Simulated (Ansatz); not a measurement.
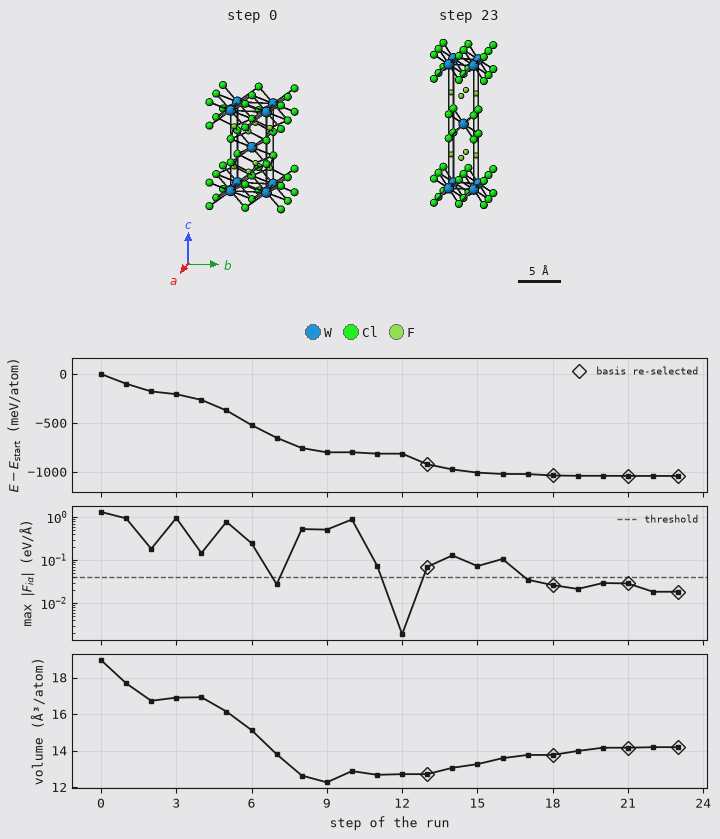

First and last geometry of a relaxation of a crystal of WCl₂F₂ (a generated structure, set up in I4/mmm) (coarse preliminary run), with the history of the run. The picture is a ball-and-stick view of the conventional cell (2 times the calculation's cell), seen slightly off an axis. Lengths and directions refer to the drawn axes.

Theory: DFT PBE, scalar-relativistic, plane waves, PAW in Ansatz.

Input
```yaml
crystal:
  lattice:
    - [-2.18372151, 2.18372151, 4.96901021]
    - [2.18372151, -2.18372151, 4.96901021]
    - [2.18372151, 2.18372151, -4.96901021]
  atoms:
    - { symbol: W, position: [0.0, 0.0, 0.0] }
    - { symbol: Cl, position: [0.354, 0.354, 0.0] }
    - { symbol: Cl, position: [0.646, 0.646, 0.0] }
    - { symbol: F, position: [0.75, 0.25, 0.5] }
    - { symbol: F, position: [0.25, 0.75, 0.5] }
basis:
  ecutwfc: 420
kpoints:
  mp_grid: { grid: [6, 6, 6] }
hamiltonian:
  xc: pbe
scf:
  occupations: { method: gaussian, width: 0.1 }
  lower_state_search: "off"
output:
  forces: true
  stress: true
  eigenvalues: true
  populations: true
magnetization:
  spin_polarized: true
relax:
  adjacent_minimum: "off"
  f_tol: 0.04
  max_steps: 70
  cell: { stress_tol: 0.4 }
```

Run as
```bash
ansatz run input.yaml --threads 1 --pin off --max-ram 2560MiB --backend cpu --events-out ev --progress --plain --runs-dir out
```

Q: What do the curves and the structures tell?

A: It converged. The largest moves relative to the cell, 0.75 Å, are those of Cl2 and Cl3. Cl3 goes along −c. F and W stay in place. Cell: a = b 4.367 → 3.044 Å (−30.3 %), c 9.938 → 15.310 Å (+54.1 %). Volume −25.1 %. Among the contacts that change: W1–W1 4.367 → 3.044 Å, W1–Cl2 3.412 → 2.617 Å, Cl2–F4 2.416 → 2.792 Å. The space group stays I4/mmm (No. 139). After 19 accepted moves (23 points after the start) the energy has fallen by 1041 meV per atom. Largest force component: 1.3 eV/Å at the start, 0.019 eV/Å at the end. Pressure: −2.88 GPa at the start and −0.04 GPa at the end. At 4 points the geometry stayed and the basis and grid were re-selected for the new cell (energy shift of 108 meV per atom at most each time). Cost: 5 min on 1 thread of Intel(R) Xeon(R) Processor @ 2.70GHz (shared host), peak memory 0.58 GiB.

| step | E − E(0), meV/atom | largest force component, eV/Å | pressure, GPa | volume, Å³/atom | note |
| --- | --- | --- | --- | --- | --- |
| 0 | 0.00 | 1.3315 | -2.88 | 18.956 |  |
| 1 | -98.89 | 0.9464 | -2.02 | 17.687 |  |
| 2 | -177.50 | 0.1850 | 1.60 | 16.727 |  |
| 3 | -205.73 | 0.9630 | -0.03 | 16.902 |  |
| 4 | -264.10 | 0.1469 | -3.32 | 16.923 |  |
| 5 | -372.32 | 0.7868 | -4.65 | 16.140 |  |
| 6 | -521.34 | 0.2487 | -5.94 | 15.121 |  |
| 7 | -651.29 | 0.0276 | -2.16 | 13.800 |  |
| 8 | -755.90 | 0.5319 | 4.31 | 12.636 |  |
| 9 | -799.83 | 0.5177 | 7.88 | 12.263 |  |
| 10 | -799.03 | 0.8907 | -4.32 | 12.881 |  |
| 11 | -813.30 | 0.0755 | 0.71 | 12.674 |  |
| 12 | -813.37 | 0.0019 | 0.02 | 12.712 |  |
| 13 | -921.39 | 0.0703 | 7.32 | 12.712 | same geometry, new basis |
| 14 | -974.79 | 0.1299 | 4.19 | 13.059 |  |
| 15 | -1007.07 | 0.0734 | 3.19 | 13.260 |  |
| 16 | -1020.51 | 0.1072 | 0.87 | 13.586 |  |
| 17 | -1021.63 | 0.0353 | 0.05 | 13.763 |  |
| 18 | -1036.03 | 0.0264 | 1.50 | 13.763 | same geometry, new basis |
| 19 | -1039.34 | 0.0215 | 0.82 | 13.981 |  |
| 20 | -1039.35 | 0.0296 | 0.08 | 14.158 |  |
| 21 | -1040.88 | 0.0289 | 0.16 | 14.158 | same geometry, new basis |
| 22 | -1040.83 | 0.0185 | -0.05 | 14.190 |  |
| 23 | -1040.90 | 0.0186 | -0.04 | 14.190 | same geometry, new basis |
